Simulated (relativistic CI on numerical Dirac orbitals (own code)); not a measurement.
```
atom Mo  Z=42  charge=4  electrons=38
nucleus A=98  rms_radius_fm=4.4091
hamiltonian dirac-coulomb  breit=on  qed=on  c_scale=1
orbitals kli  potential=per-configuration
slater_scale 0.8
correlation none
mixing on
configurations
  [Kr] 4d2
  [He] 2s2 2p5 3s2 3p6 3d10 4s2 4p6 4d3
end
absorption L2,3 T=10 lorentz=0.96 gauss=0.5
crystal_field D3d 10Dq=34800 Dsigma=-860 Dtau=-20
```

Multiplet model: relativistic Dirac–Coulomb–Breit theory, one configuration a step, Slater integrals scaled by 0.8, 10 K, Voigt broadening (Lorentzian 0.96 eV, Gaussian 0.5 eV full widths), computed with a radial Dirac CI code. Dichroism is for the ground state at zero temperature, magnetised by an exchange field of 10 meV on Sz.

The L₂,₃ X-ray absorption spectrum that results, with the strongest transitions as sticks:

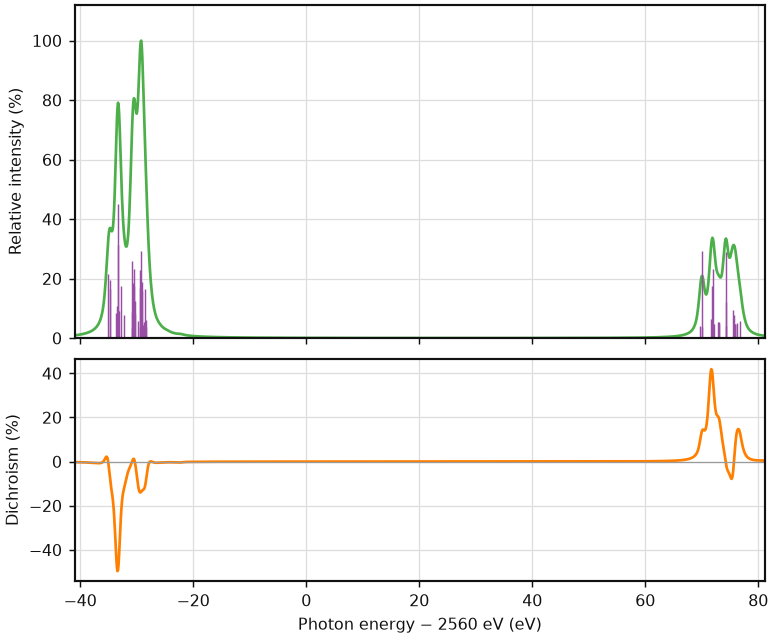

The main maxima lie at 2525.3 eV (37), 2526.7 eV (79), 2529.5 eV (81), 2530.8 eV (100), 2630.1 eV (21), 2631.9 eV (34), 2634.3 eV (33) and 2635.7 eV (31), heights in % of the largest; the centroid is at 2560.2 eV. The lower edge holds 0.70 of the intensity (branching ratio, edges parted at 2584 eV), and the core spin-orbit splitting of the orbitals is 109 eV. The ground state has S = 1.00. The circular dichroism (Δm = −1 less Δm = +1) is largest at 2526.6 eV, −50 % of the isotropic maximum; its integrals over the lower and upper edge are −0.049 and 0.055 of the sum over the three polarisations. The magnetised ground state has ⟨Lz⟩ = 0.17 and ⟨Sz⟩ = −0.95.

Known limits: free-ion energies, so absolute edge positions are off by a few eV from solids.
